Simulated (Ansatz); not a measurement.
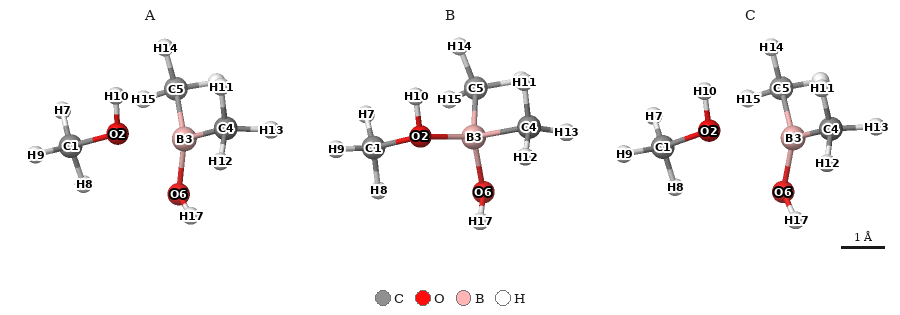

3 geometries from one relaxation of C3H11BO2 (coarse preliminary run), in shuffled order. The picture is a ball-and-stick view, seen from a free direction.

The start comes from a force field.

The calculation used RKS PBE-D4/def2-SVP (Ansatz 0.2.0). (force threshold 0.03 eV/Å; at most 200 steps)

Question: Put them in the order of the run, from the start to the converged end.

Answer: B, A, C. They are steps 0, 3, 12, at +1.436 eV, +0.225 eV relative to the last. The atom that moves furthest after the best rigid fit is the B atom (0.51 Å). Largest moves by element: B 0.51 Å, H 0.42 Å, O 0.33 Å, C 0.26 Å. Some distances before and after: B–O 1.499 → 2.301 Å, B–C 2.387 → 3.112 Å, B–C 1.719 → 1.593 Å, B–O 1.476 → 1.389 Å. Bonds break, among them: B–O (1.50 → 2.30 Å). Among the angles between lasting bonds that change: C–B–O 106.4° → 120.5°, C–B–C 107.9° → 121.7°, B–C–H 105.1° → 113.0°. The energy falls by 1.436 eV in 11 accepted moves (12 points after the start). Largest force component: 4.4 eV/Å at the start, 0.024 eV/Å at the end. The line search rejected the trial step at point 5 of the run. The run took 18 s on 4 threads of Intel Xeon Platinum 8488C (shared host).
